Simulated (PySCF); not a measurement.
System (SMILES): BN (BH2-NH2).
Geometry (B3LYP-D3(BJ)/def2-TZVP, fixed):
```xyz
6

B     -0.7766     0.0323    -0.0041
N      0.6098    -0.0254     0.0032
H     -1.3984    -0.9854    -0.0254
H     -1.3119     1.0982     0.0110
H      1.1972     0.7922     0.0209
H      1.1274    -0.8889    -0.0085
```
Charge 0, spin multiplicity 1.

Basis-set convergence of the isotropic shielding of B1 at PBE with PySCF. GIAO, no density fitting; atoms are numbered in the order shown. All functions are spherical. No added dispersion term, no relativity. Reference: the value in pcseg-3, 56.14 ppm, itself unsure by roughly 1.39 ppm (its distance from pcSseg-2). Deviations are taken from unrounded values. Cost is core time over that of def2-TZVP, rough, on shared machines of one kind; a dash marks a row that isn't timed (too short, read off another run, short of memory, by another algorithm or on other hardware).

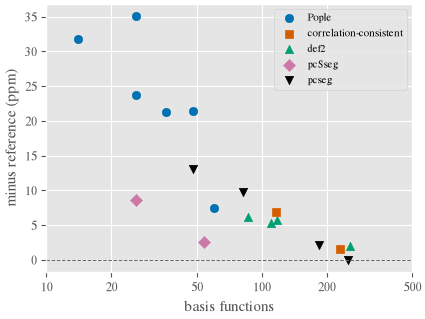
Deviation from the reference against the number of basis functions, by family of sets.

| basis | functions | isotropic shielding of B1 (ppm) | minus reference (ppm) | cost |
|---|---|---|---|---|
| STO-3G | 14 | 87.90 | 31.76 | - |
| 3-21G | 26 | 91.28 | 35.14 | - |
| 6-31G | 26 | 79.93 | 23.79 | - |
| pcSseg-0 | 26 | 64.74 | 8.60 | - |
| 6-31G* | 36 | 77.48 | 21.34 | - |
| 6-31G** | 48 | 77.56 | 21.42 | - |
| pcseg-1 | 48 | 69.20 | 13.06 | - |
| pcSseg-1 | 54 | 58.67 | 2.53 | 0.5× |
| 6-311G** | 60 | 63.58 | 7.44 | 0.6× |
| aug-pcseg-1 | 82 | 65.96 | 9.82 | 0.8× |
| def2-TZVP | 86 | 62.32 | 6.18 | 1× |
| def2-TZVPD | 110 | 61.45 | 5.32 | 2× |
| cc-pVTZ | 116 | 63.05 | 6.91 | 2× |
| def2-TZVPP | 118 | 61.90 | 5.77 | 2× |
| aug-pcseg-2 | 184 | 58.21 | 2.07 | 6× |
| cc-pVQZ | 230 | 57.72 | 1.59 | 10× |
| pcseg-3 | 252 | 56.14 | 0.00 | 20× |
| def2-QZVPPD | 258 | 58.15 | 2.02 | 20× |
